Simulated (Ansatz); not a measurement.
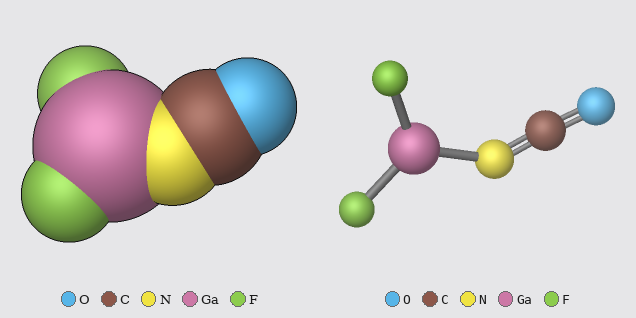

Both panels show the same species.

Computed geometry: PBE0-D4/def2-TZVP optimisation.

Which formula does it have?

CF2GaNO, 6 atoms: 1 carbon, 2 fluorine, 1 gallium, 1 nitrogen and 1 oxygen.

How many atoms are distinct by symmetry?

6: 1 O, 1 C, 1 N, 1 Ga, 1 F, 1 F.

Count the bonded pairs by element.

2 F–Ga, 1 C–O, 1 C–N, 1 Ga–N.

More results for the same structure follow; atom numbers are the same in all pictures, views and colours differ.

Vibrations

Harmonic vibrations computed with RKS PBE0-D4/def2-TZVP (Ansatz 0.2.0) at a stationary point of the same level.

How many vibrational modes are there, and where do they lie?

12 modes: 51, 59, 184, 194, 198, 518, 647, 669, 713, 744, 1463, 2375 cm⁻¹.

Charges

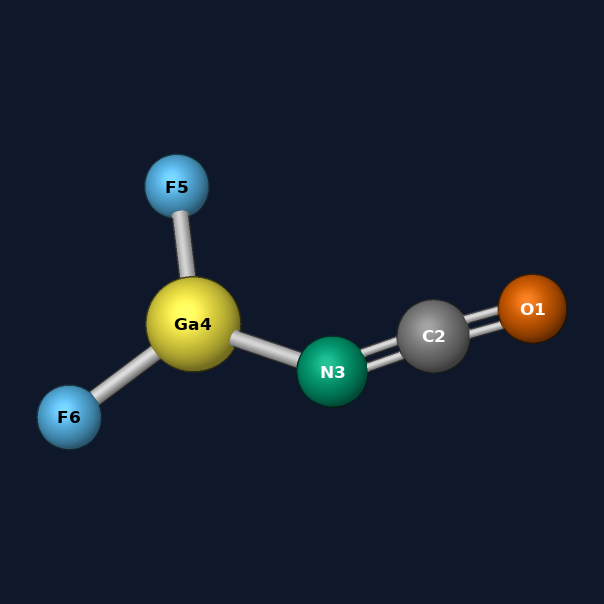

The questions are on Mulliken charges. Level of theory: RKS B3LYP-D4/def2-TZVPP (Ansatz 0.2.0).

Which atom carries the highest charge (most positive or least negative)?

Ga4 (0.85 e).

And the lowest?

F5 (−0.35 e).

Give the Mulliken charges atom by atom.

| atom | value (e) |
| --- | --- |
| O1 | −0.18 |
| C2 | 0.25 |
| N3 | −0.24 |
| Ga4 | 0.85 |
| F5 | −0.35 |
| F6 | −0.34 |

Levels of theory compared

Program: Ansatz 0.2.0.

Tabulate dipole (D) at these levels: B3LYP-D4/def2-TZVPP; PBE-D4/def2-TZVPP; PBE0-D4/def2-TZVP; r2SCAN-D4/def2-TZVPP; ωB97M-V/def2-TZVPP.

```
               level  dipole (D)
 B3LYP-D4/def2-TZVPP        0.33
   PBE-D4/def2-TZVPP        0.31
   PBE0-D4/def2-TZVP        0.32
r2SCAN-D4/def2-TZVPP        0.31
  ωB97M-V/def2-TZVPP        0.29
```

Mulliken values depend strongly on the basis set and can even reverse the polarity of a bond.
